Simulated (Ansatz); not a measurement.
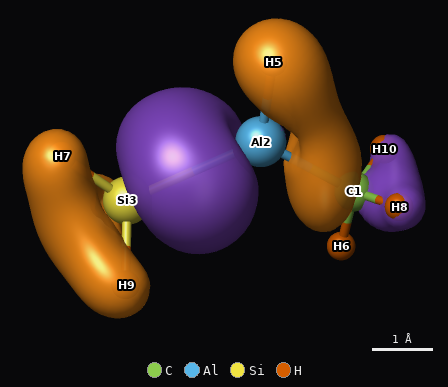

*CH$_{7}$AlSi (SMILES [CH3][AlH][SiH3]). The HOMO at ±0.1 Å⁻³ᐟ² (orange and purple are the two phases), seen at a tilt.*

Geometry: r2SCAN-D4/def2-SVP.

These are results of isolated molecule in a Gaussian basis; Kohn-Sham density functional theory, functional PBE0 in Ansatz, not measurements.

| atom | x (Å) | y (Å) | z (Å) |
| --- | --- | --- | --- |
| C | -1.5773 | 0.1979 | -0.7576 |
| Al | 0.0242 | -0.7057 | -0.0875 |
| Si | 1.4950 | 0.3936 | 1.5524 |
| H | 2.0348 | 1.6832 | 1.0030 |
| H | 0.3615 | -2.1700 | -0.6242 |
| H | -1.7411 | 1.2045 | -0.3415 |
| H | 2.6707 | -0.4299 | 1.9817 |
| H | -2.4797 | -0.4036 | -0.5439 |
| H | 0.7324 | 0.7586 | 2.7939 |
| H | -1.5372 | 0.2927 | -1.8581 |

Describe this orbital and give its energy.

Answer. Its weight (Hirshfeld) is mainly on Si3 (about 40 %), Al2 (about 30 %), C1 (about 10 %) and H5 (about 5 %). Its energy is −7.37 eV.
